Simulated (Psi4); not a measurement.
**C2HF (fluoroacetylene): B3LYP/def2-TZVP (density fitting with cc-pvtz-jkfit, sweep point 4)**

Aim: the vertical ionisation energy of C2HF (fluoroacetylene) at B3LYP/def2-TZVP (density fitting with cc-pvtz-jkfit, sweep point 4), from 2 runs. 

The results are computed with Psi4 1.11.

2 further runs of the same task are left out: 2 set aside as unsound or not needed.

## (1) Starting point

C2HF: 4 atoms, total charge 0, spin state singlet. SMILES: `C#CF`. The shape is that of a PBE0-D4/def2-TZVP optimisation.

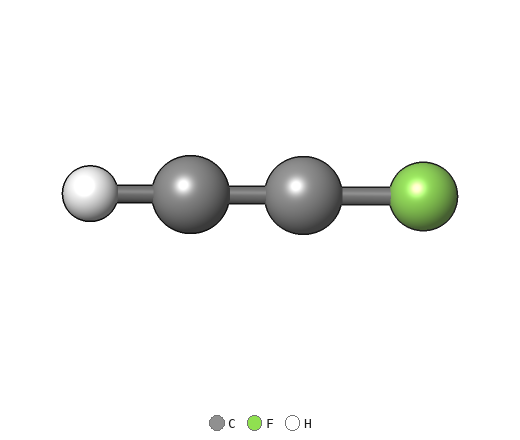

Viewed from a chosen angle; carbon grey, fluorine green, hydrogen white.

## (2) A single-point energy at B3LYP/def2-TZVP (density fitting with cc-pvtz-jkfit, sweep point 4)

Input file job.inp:

```
memory 1600 mb

molecule molecule1 {
  0 1
  C     -0.361030     0.453110    -0.290220
  C      0.303270    -0.380840     0.243810
  F      1.010600    -1.269010     0.812300
  H     -0.952830     1.196740    -0.765890
  symmetry c1
}

set reference rks
set puream true
set scf_type df
set dft_radial_points 99
set dft_spherical_points 590
set df_basis_scf cc-pvtz-jkfit

energy('b3lyp/def2-TZVP')
```

On the command line:

```console
psi4 -n 1 job.inp job.out
```

job.out:

```text
[...]
  Running in c1 symmetry.
[...]
  Nuclear repulsion =   55.832094169203366
[...]
  Multiplicity = 1
[...]
  Nalpha       = 11
  Nbeta        = 11
[...]
    Number of basis functions: 99
[...]
   @DF-RKS iter   1:  -176.37713536420847   -2.14987e-01   7.28623e-03 ADIIS/DIIS
[...]
   @DF-RKS iter   8:  -176.62170105998638   -4.85170e-09   2.55056e-07 DIIS
[...]
    Orbital Energies [Eh]
    ---------------------
    Doubly Occupied:
       1A    -24.769396     2A    -10.270853     3A    -10.186201
       4A     -1.312162     5A     -0.776130     6A     -0.646356
       7A     -0.537110     8A     -0.533249     9A     -0.533249
      10A     -0.296376    11A     -0.296376
[...]
  @DF-RKS Final Energy:  -176.62170105998638
   => Energetics <=
    Nuclear Repulsion Energy =             55.8320941692033657
    One-Electron Energy =                -352.0323386688853020
    Two-Electron Energy =                 137.0606960472538844
    DFT Exchange-Correlation Energy =     -17.4821526075582980
    Empirical Dispersion Energy =           0.0000000000000000
    VV10 Nonlocal Energy =                  0.0000000000000000
    Total Energy =                       -176.6217010599863784
[...]
 Multipole Moments:
 ------------------------------------------------------------------------------------
     Multipole            Electronic (a.u.)      Nuclear  (a.u.)        Total (a.u.)
 ------------------------------------------------------------------------------------
 L = 1.  Multiply by 2.5417464519 to convert [e a0] to [Debye]
 Dipole X            :          1.7224524           -1.8442565           -0.1218040
 Dipole Y            :         -2.1628871            2.3160865            0.1531993
 Dipole Z            :          1.3845090           -1.4823992           -0.0978901
 Magnitude           :                                                    0.2188349
[...]
```

Run time: 9.9 s. Hardware: 1 thread of AMD EPYC 7R43 (Zen 3), shared host; peak memory 0.77 GiB.

## (3) The doublet cation

Input file calc.in:

```
memory 1600 mb

molecule {
  1 2
  C     -0.361030     0.453110    -0.290220
  C      0.303270    -0.380840     0.243810
  F      1.010600    -1.269010     0.812300
  H     -0.952830     1.196740    -0.765890
  units angstrom
  symmetry c1
}

set reference uks
set puream true
set scf_type df
set dft_radial_points 99
set dft_spherical_points 590
set df_basis_scf cc-pvtz-jkfit
set maxiter 100

E, wfn = energy("b3lyp/def2-TZVP", return_wfn=True)
```

On the command line:

```console
psi4 -n 1 calc.in calc.out
```

calc.out:

```text
[...]
  Running in c1 symmetry.
[...]
  Nuclear repulsion =   55.832094169203366
[...]
  Multiplicity = 2
[...]
  Nalpha       = 11
  Nbeta        = 10
[...]
    Number of basis functions: 99
[...]
   @DF-UKS iter   1:  -176.06026022779204    1.01889e-01   5.65334e-03 DIIS/ADIIS
[...]
   @DF-UKS iter   9:  -176.20896086061362   -4.32107e-08   8.15988e-07 DIIS
[...]
   @S^2 Observed:                7.519425957E-01
[...]
    Orbital Energies [Eh]
    ---------------------
    Alpha Occupied:
       1A    -25.095314     2A    -10.651575     3A    -10.571030
       4A     -1.624158     5A     -1.160327     6A     -0.955179
       7A     -0.862458     8A     -0.852118     9A     -0.835794
      10A     -0.670346    11A     -0.637386
    Alpha Virtual:
      12A     -0.293889    13A     -0.268103    14A     -0.252717
      15A     -0.155829    16A     -0.088680    17A     -0.044009
      18A     -0.034311    19A     -0.002810    20A      0.053803
      21A      0.062673    22A      0.085521    23A      0.153081
      24A      0.250352    25A      0.250650    26A      0.304826
[...]
  @DF-UKS Final Energy:  -176.20896086061362
   => Energetics <=
    Nuclear Repulsion Energy =             55.8320941692033657
    One-Electron Energy =                -344.6916465642070193
    Two-Electron Energy =                 129.8530866980547955
    DFT Exchange-Correlation Energy =     -17.2024951636647323
    Empirical Dispersion Energy =           0.0000000000000000
    VV10 Nonlocal Energy =                  0.0000000000000000
    Total Energy =                       -176.2089608606136153
[...]
 Multipole Moments:
 ------------------------------------------------------------------------------------
     Multipole            Electronic (a.u.)      Nuclear  (a.u.)        Total (a.u.)
 ------------------------------------------------------------------------------------
 L = 1.  Multiply by 2.5417464519 to convert [e a0] to [Debye]
 Dipole X            :          1.0168258           -1.8442565           -0.8274306
 Dipole Y            :         -1.2769347            2.3160865            1.0391517
 Dipole Z            :          0.8173655           -1.4823992           -0.6650336
 Magnitude           :                                                    1.4855126
[...]
```

It took 17 s on 1 thread of AMD EPYC 7R43 (Zen 3), shared host; peak memory 0.76 GiB.

## (4) Summary of results

Level: B3LYP/def2-TZVP (density fitting with cc-pvtz-jkfit, sweep point 4).

```
                                          quantity          value
                        singlet C2HF: total energy  -176.62170 Eh
                       singlet C2HF: dipole moment         0.56 D
                         singlet C2HF: HOMO energy       -8.06 eV
                         singlet C2HF: LUMO energy        0.89 eV
                       singlet C2HF: HOMO–LUMO gap        8.96 eV
                      doublet cation: total energy  -176.20896 Eh
doublet cation: HOMO energy (highest over α and β)      -17.05 eV
 doublet cation: LUMO energy (lowest over α and β)      -14.43 eV
                              doublet cation: ⟨S²⟩          0.752
vertical ionisation energy (to the doublet cation)      11.231 eV
```

What this shows: Removing an electron at fixed nuclei costs 11.23 eV (1084 kJ/mol). −ε(HOMO) before ionisation, 8.06 eV, is 3.17 eV below this ionisation energy.
